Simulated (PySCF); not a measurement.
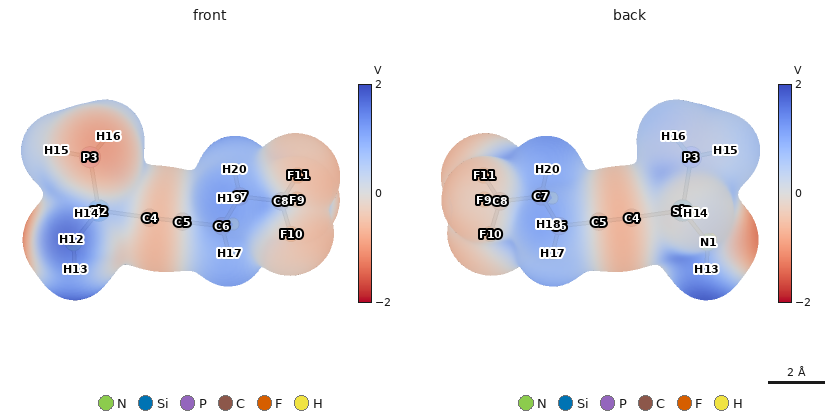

Figure 1: C$_{5}$H$_{9}$F$_{3}$NPSi. The molecular electrostatic potential painted on the density surface at 0.002 e/bohr³, seen from the front and from behind; red is negative and blue positive.

Geometry: GFN2-xTB.

Method: PBE0/pcSseg-1, SCF density, gas phase, non-relativistic (PySCF 2.14.0).

```xyz
20

N     3.5900   -0.8662   -1.6720
Si    2.8922   -0.1227   -0.2860
P     2.9815    2.0824   -0.7179
C     1.0957   -0.4894    0.0224
C    -0.0792   -0.6915    0.1964
C    -1.4947   -0.9260    0.4075
C    -2.3045    0.3350    0.0793
C    -3.7853    0.0878    0.2748
F    -4.0847   -0.2794    1.5311
F    -4.2522   -0.8854   -0.5241
F    -4.5196    1.1802    0.0131
H     3.4761   -0.4399   -2.5777
H     3.5895   -1.8693   -1.7527
H     3.6517   -0.6070    0.8721
H     4.3162    2.2121   -0.3821
H     2.5648    2.4576    0.5467
H    -1.8214   -1.7519   -0.2313
H    -1.6604   -1.2112    1.4507
H    -2.1492    0.6337   -0.9592
H    -2.0117    1.1616    0.7295
```

Describe the electrostatic potential map.

The most negative region (about −1.1 V, or −25 kcal/mol for a unit charge) lies over N1, the most positive (about +1.7 V, or +39 kcal/mol for a unit charge) over H12 and H13. N1 is the likeliest acceptor of a hydrogen bond.

What dipole moment does the calculation give?

Its dipole moment is 1.71 D.
